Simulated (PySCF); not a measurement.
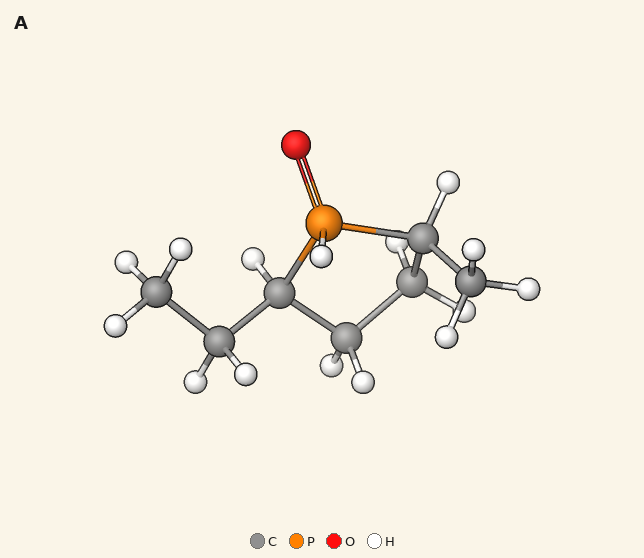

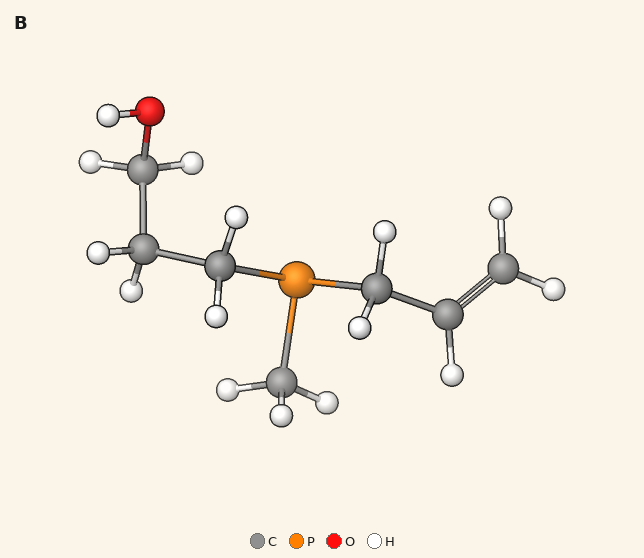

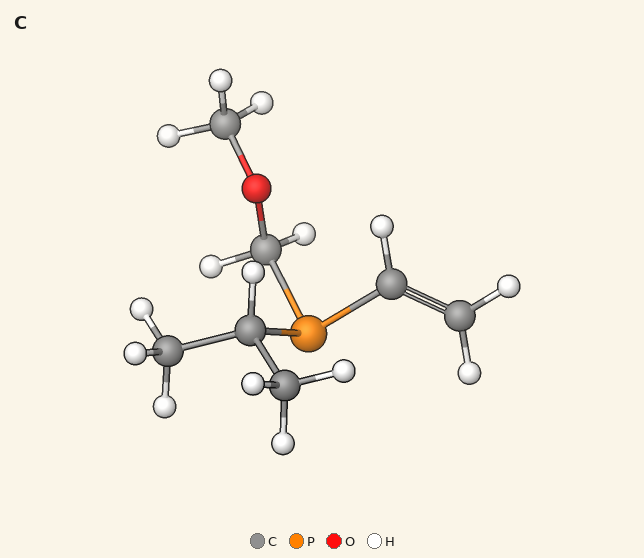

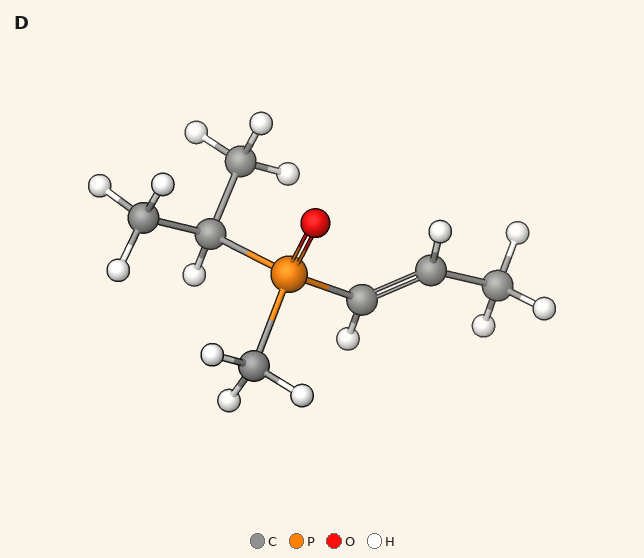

4 stationary structures of one formula. Geometries: GFN2-xTB. Electronic energies: PBE0/pcSseg-1 (PySCF 2.14.0), without zero-point energy. No frequency run is at hand to confirm each as a minimum. Each is one conformer, not always the lowest.

Which is lowest in energy, and by how much?

Answer. A is lowest; D lies 4.7 kcal/mol above it, B lies 36.2 kcal/mol above it, C lies 45.3 kcal/mol above it. A is `CC[C@@H]1CC[C@H](C)[P@H]1=O`, B is `C=CCP(C)CCCO`, C is `C=CP(COC)C(C)C`, D is `C/C=C/[P@@](C)(=O)C(C)C`.

The geometry is semi-empirical. Around P such bond lengths and angles can be off by a tenth of an ångström or more and by several degrees, and values that hang on the shape move with them.
